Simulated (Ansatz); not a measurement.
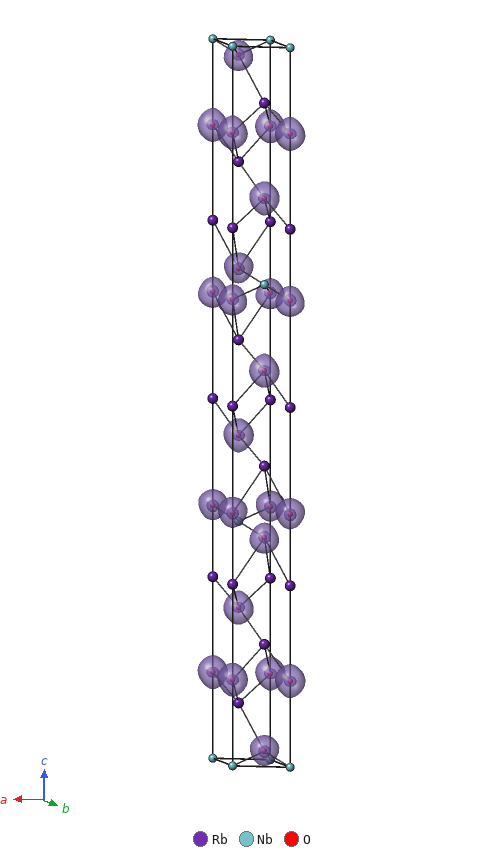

Rb3NbO4. Isosurface of the ELF at 0.7 (purple), seen at an oblique angle. Only the valence region is drawn (cores and ρ < 0.01 e/Å³ removed). Sticks mark near contacts.

Space group R-3m; a structure from a database of computed crystals, not necessarily the ambient phase; started from the Mg3ZnO4-166 prototype, which need not be the ambient phase.

Method: Ansatz, DFT, r2SCAN+rVV10, plane waves, PAW.

What do the ELF domains correspond to?

Answer. The ELF exceeds this value in twelve regions wrapped around O (the valence shell of each), counted in one cell of 24 atoms. Regions shared between cells count once.

Values along the shortest contacts:
Nb–O (2.13 Å): the ELF peaks at about 0.85 in the valence shell of O, 0.6 Å from its nucleus, and drops to about 0.20 between the two atoms (no localised pair shows between them). Rb–O (2.58 Å): the ELF is about 0.10 at the midpoint; a closed-shell, largely ionic contact.
